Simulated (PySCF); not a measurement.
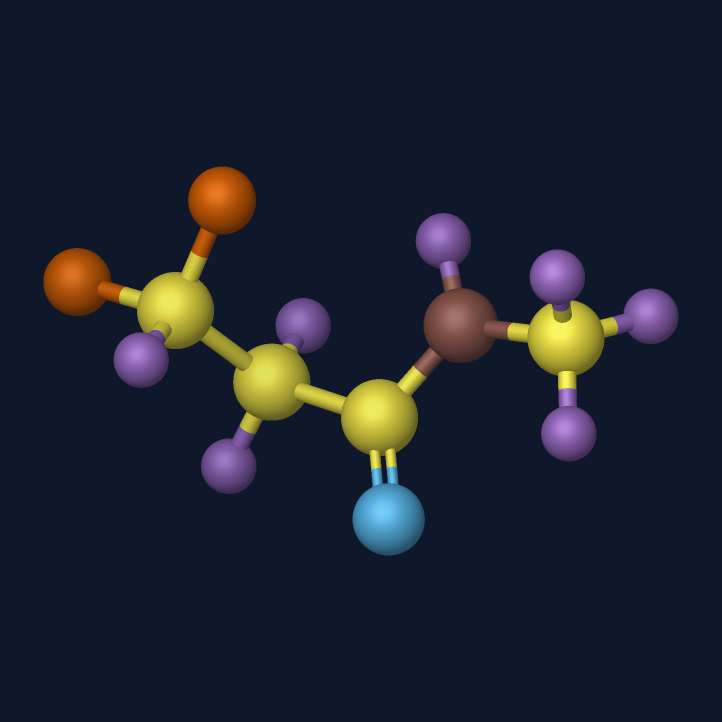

Double and triple bonds are drawn as two and three sticks. Colours: carbon yellow, nitrogen brown, oxygen blue, fluorine orange, hydrogen purple.

Computed geometry: GFN2-xTB optimisation. No frequency run is at hand to confirm it as a minimum.

What is the molecular formula?

C4H7F2NO, 15 atoms: 4 carbon, 7 hydrogen, 2 fluorine, 1 nitrogen and 1 oxygen.

Write the SMILES.

CNC(=O)CC(F)F

How many bonds of each kind are drawn?

6 C–H, 2 C–N, 2 C–C, 2 C–F, 1 C–O, 1 N–H.

Does it have rings?

It has no ring.

The parts below concern this one geometry. Atoms keep their numbers from picture to picture.

### Symmetry

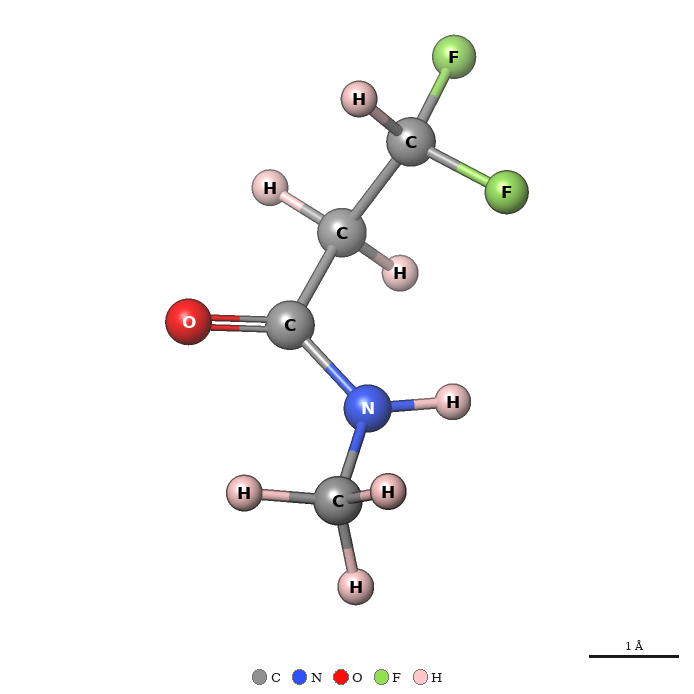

Distant atoms are faded towards the background colour. No frequency run is at hand to confirm it as a minimum. Masses are those of the most abundant isotopes; constants are for the rigid equilibrium geometry.

Classify the rotor and give the rotational constants (MHz).

An asymmetric top (C1): A = 4007, B = 1176, C = 986 MHz. Ray's parameter κ is −0.87, close to the prolate limit.

### Polarisability

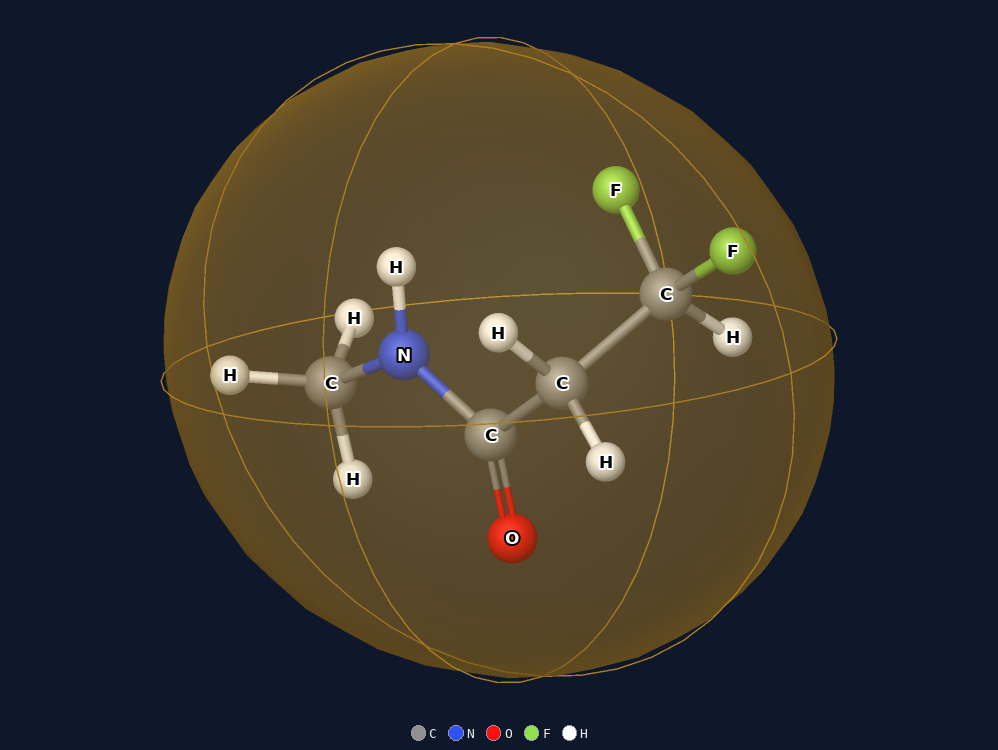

The ellipsoid shows the static dipole polarisability: its half-axes are proportional to the principal values. No frequency run is at hand to confirm it as a minimum. Level of theory: PBE0/def2-SVPD (PySCF 2.14.0).

How large and how anisotropic is the polarisability?

Principal values 51.0, 62.6, 73.9 bohr³; mean 62.5 bohr³ (9.26 Å³); anisotropy 19.8 bohr³, so the longest axis is 1.45 times the shortest.

### NMR shielding

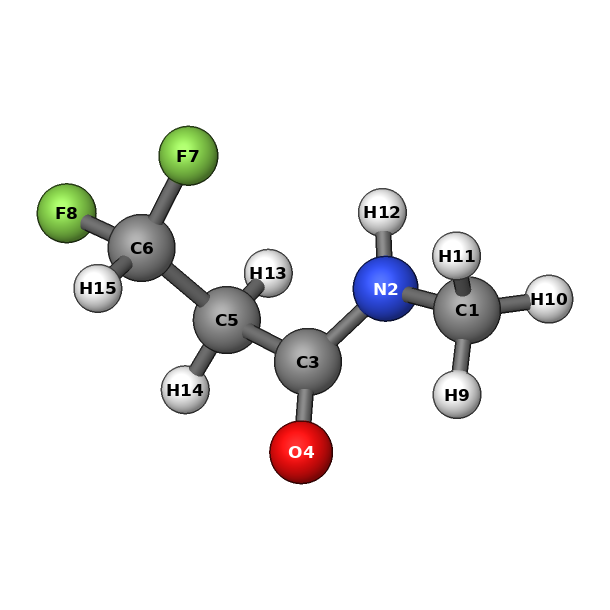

No frequency run is at hand to confirm it as a minimum. Properties computed with GIAO PBE0/pcSseg-1 NMR shielding, non-relativistic, gas phase (PySCF 2.14.0). Principal shieldings σ11 ≤ σ22 ≤ σ33, span Ω = σ33 − σ11, skew κ = 3(σiso − σ22)/Ω.

Which F atom has the most anisotropic shielding?

F8, with a span of 183 ppm.

Give the shielding tensors of the F atoms.

```csv
atom,σ11,σ22,σ33,σiso,Ω,κ
F7,210.0,327.7,374.9,304.2,164.9,−0.43
F8,192.8,329.6,375.6,299.3,182.8,−0.50
```

Shieldings and span in ppm.

### Charges

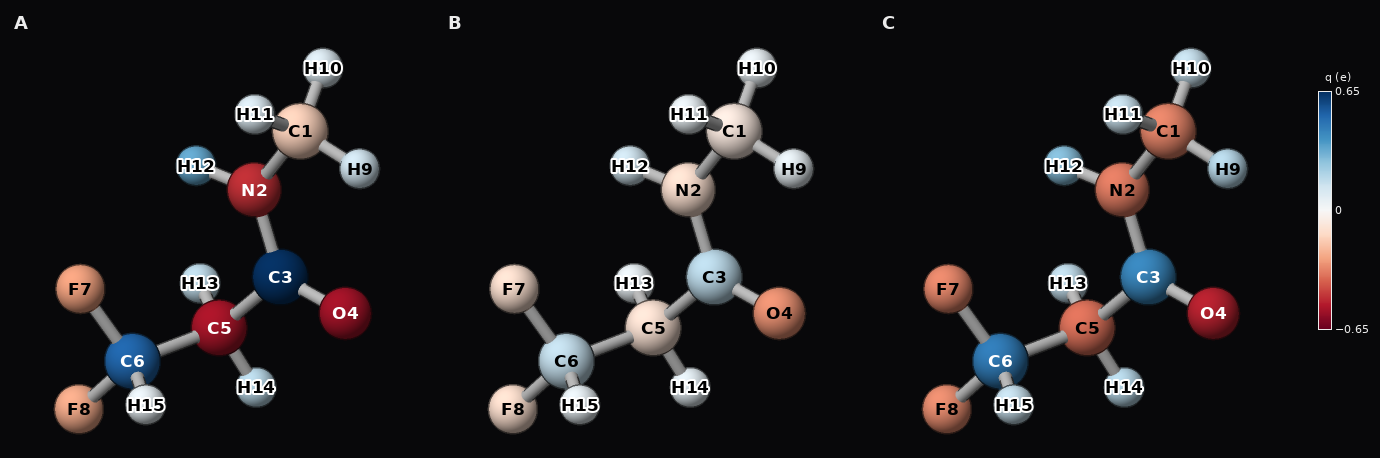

Atomic charges of one calculation by 3 schemes, on one colour scale. No frequency run is at hand to confirm it as a minimum. Level of theory: PBE0/pcSseg-1 (PySCF 2.14.0).

The schemes are ESP-fitted, Hirshfeld, IAO. Which panel shows which?

A ESP-fitted, B Hirshfeld, C IAO.

List the charges (e), one line for each set of equivalent atoms.

```csv
atom,ESP-fitted,Hirshfeld,IAO
C1,−0.15,−0.06,−0.32
N2,−0.47,−0.10,−0.33
C3,0.64,0.17,0.43
O4,−0.54,−0.29,−0.50
C5,−0.53,−0.10,−0.35
C6,0.51,0.15,0.45
F7,−0.26,−0.11,−0.31
F8,−0.24,−0.11,−0.30
H9,0.13,0.05,0.18
H10,0.09,0.05,0.15
H11,0.09,0.05,0.15
H12,0.33,0.13,0.28
H13,0.16,0.05,0.16
H14,0.18,0.06,0.18
H15,0.05,0.05,0.15
```

### Excitation

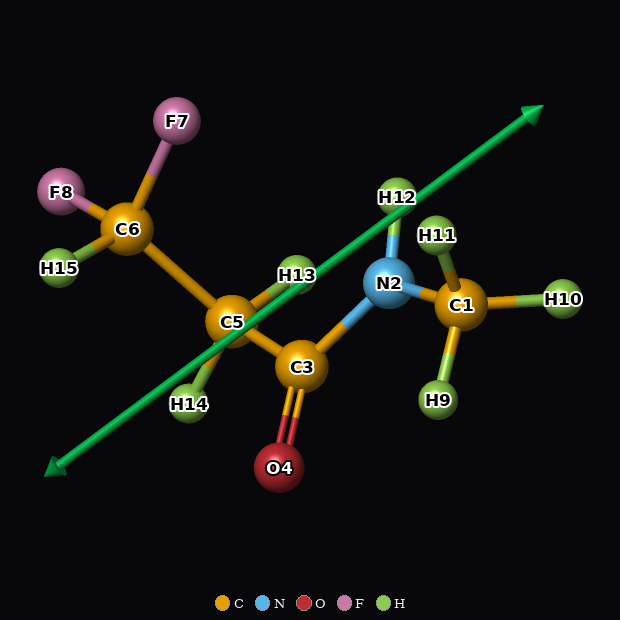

The double arrow shows the direction of the transition dipole to excited singlet state 4 (its length means nothing). No frequency run is at hand to confirm it as a minimum. Level of theory: TDDFT PBE0/def2-SVPD, vertical, gas phase, core orbitals frozen in the response (PySCF 2.14.0).

How is the transition polarised?

Nearly parallel to the N2–C3 bond.

Give its energy, strength and character.

7.35 eV (169 nm), oscillator strength 0.18, mainly HOMO−1 → LUMO+1 (weight 0.56); transition dipole 2.53 D.
